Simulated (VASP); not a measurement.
Band structure of Bi$_{3}$Au (space group Pm-3m). Computed with PBEsol GGA, VASP's PBE PAW potentials (set 64) (plane waves; VASP).

Unless said otherwise, spin-orbit coupling is left out, though it shifts the bands of the heavy elements here.

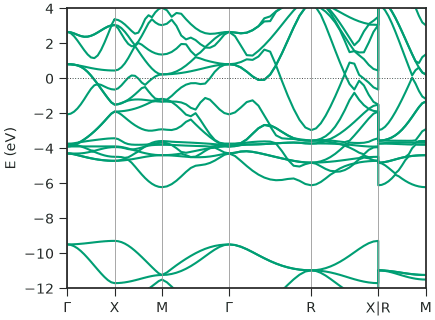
Bands along high-symmetry lines, zero at the valence-band maximum or, without a gap, the Fermi level

Problem. Read the plot: is there a gap, and where are the band edges?

Solution. It has no gap at this level: it comes out as a metal or semimetal. (Edges off the drawn lines would not show.)

The structure comes from a computed database's Bi3Au entry (Pm-3m); how it stands against other phases isn't given here. It was relaxed first.
